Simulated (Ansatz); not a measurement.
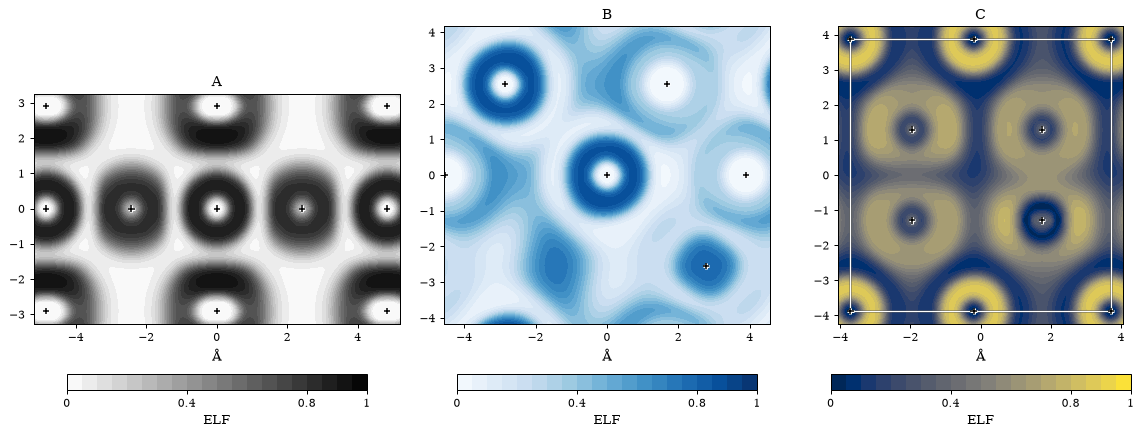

The ELF of 3 systems, each on a plane through atoms (crosses mark nuclei in the plane).

The calculation used DFT PBE, scalar-relativistic, plane waves, PAW; 4f electrons in the core of a trivalent norm-conserving potential in Ansatz.

System 1: Nd₂Sb₂Rh, the (110) plane of the conventional cell. Space group P-3m1; a structure generated by program, which may or may not match a known phase; computed without spin polarisation; no Hubbard U on the f states and no spin–orbit coupling.

```
Nd Sb Rh
1.0
     4.40113    0.00000    0.00000
    -2.20056    3.81149    0.00000
     0.00000    0.00000    8.41986
Nd Sb Rh
2 2 1
Direct
  0.33333 0.66667 0.66913
  0.66667 0.33333 0.33087
  0.33333 0.66667 0.13122
  0.66667 0.33333 0.86878
  0.00000 0.00000 0.00000
```

System 2: Er₂AlAs₃, the (110) plane of the conventional cell. Space group P-6m2; a structure generated by program, which may or may not match a known phase; computed without spin polarisation; no Hubbard U on the f states and no spin–orbit coupling.

System 3: Dy₂Be₃O, the (100) plane of the conventional cell. Space group P4/mmm; a structure generated by program, which may or may not match a known phase; computed without spin polarisation; no Hubbard U on the f states and no spin–orbit coupling.

```cif
data_structure
_symmetry_space_group_name_H-M 'P 1'
_symmetry_Int_Tables_number 1
_cell_length_a 4.8414
_cell_length_b 4.8414
_cell_length_c 5.8278
_cell_angle_alpha 90.000
_cell_angle_beta 90.000
_cell_angle_gamma 90.000
_cell_volume 136.60
loop_
_atom_site_label
_atom_site_type_symbol
_atom_site_fract_x
_atom_site_fract_y
_atom_site_fract_z
_atom_site_occupancy
Dy1 Dy 0.00000 0.50000 0.00000 1
Dy2 Dy 0.50000 0.00000 0.00000 1
Be1 Be 0.00000 0.50000 0.50000 1
Be2 Be 0.50000 0.00000 0.50000 1
Be3 Be 0.00000 0.00000 0.00000 1
O1 O 0.50000 0.50000 0.00000 1
```

Which map belongs to which system?

Answer. Panel A is system 3, Dy₂Be₃O: the plane holds Dy, Be and O. Dy–O (2.42 Å): the ELF peaks at about 0.85 in the valence shell of O, 0.7 Å from its nucleus, and drops to about 0.10 between the two atoms: no localised pair shows between them. Panel B is system 1, Nd₂Sb₂Rh: the plane holds Nd, Sb and Rh. Sb–Rh (2.77 Å): the ELF is about 0.40 at the midpoint. Panel C is system 2, Er₂AlAs₃: the plane holds Er, Al and As. Al–As (2.59 Å): the ELF peaks at about 0.65 between the atoms.
